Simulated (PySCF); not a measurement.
Be(Me)2, SMILES [CH3][Be][CH3] (C2H6Be), singlet at its PBE0/def2-SVP optimised geometry (Å):

```
9

Be     0.0002    -0.0015     0.0000
C     -1.6802    -0.0003     0.0012
H     -2.1004    -1.0201     0.0675
H     -2.0999     0.4532    -0.9148
H     -2.0980     0.5673     0.8523
C      1.6806    -0.0015     0.0000
H      2.0996    -0.4743     0.9066
H      2.0995     1.0201    -0.0433
H      2.1004    -0.5498    -0.8626
```

Calculation: PBE0/def2-TZVP (PySCF).

Map of the electrostatic potential (hartree/e), clipped to [-0.08, 0.12] on the plane z = 0.6 Å:

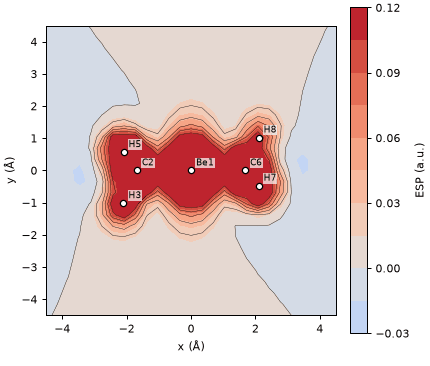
Figure: Electrostatic potential (hartree/e), clipped to [-0.08, 0.12] on the plane z = 0.6 Å.
